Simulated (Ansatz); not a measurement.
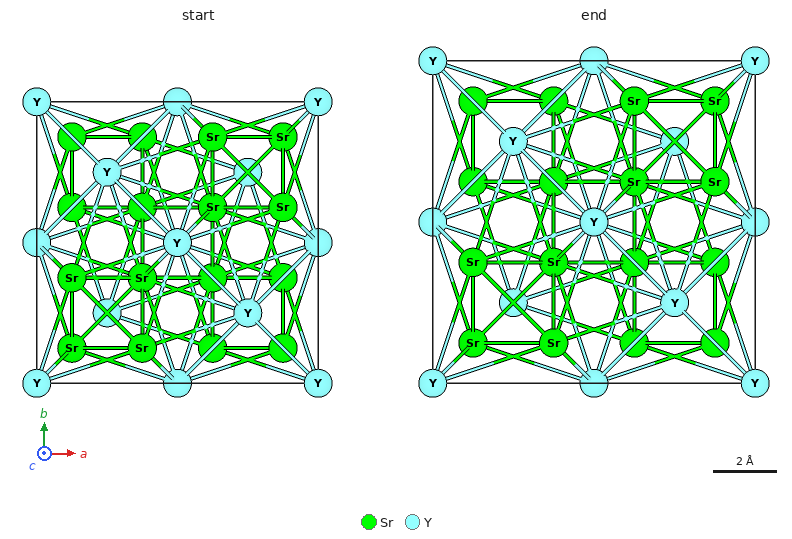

The structure of a crystal of Sr₂Y (built on the cubic Laves (C15)_227 type) (coarse preliminary run) before (left) and after (right) a relaxation, at one scale.

Style: ball-and-stick. Shown: the conventional cell (4 times the calculation's cell), along the c axis. Lengths and directions refer to the drawn axes.

Case: cubic Laves (C15) type (Fd-3m, No. 227).

Computed with DFT r2SCAN, scalar-relativistic, plane waves, PAW in Ansatz 0.2.0. Set-up: plane-wave cutoff 500 eV; k-point mesh 4 × 4 × 4; occupations gaussian; smearing width 0.1 eV; no spin polarisation; cell and atoms relaxed; force threshold 0.04 eV/Å; at most 70 steps.

Question: What changed between the two?

Answer: The atoms keep their places relative to the cell (all moves are under 0.005 Å). The volume changes by +50.4 %, with a = b = c 9.051 → 10.371 Å (+14.6 %). Near-neighbour distances that change, for instance: Y–Y 3.919 → 4.491 Å, Sr–Y 3.752 → 4.300 Å, Sr–Sr 3.200 → 3.667 Å. The space group stays Fd-3m (No. 227). The energy falls by 2.891 eV per cell of the calculation in 4 accepted moves (5 points after the start). All forces vanish by symmetry, so only the cell relaxes. The pressure goes from 12.87 to −0.01 GPa. At 1 point the geometry stayed and the basis and grid were re-selected for the new cell (energy shift of 11.6 meV per cell of the calculation at most each time). The run took 82 s on 1 thread of Arm Neoverse V1 (shared host), peak memory 1.2 GiB.
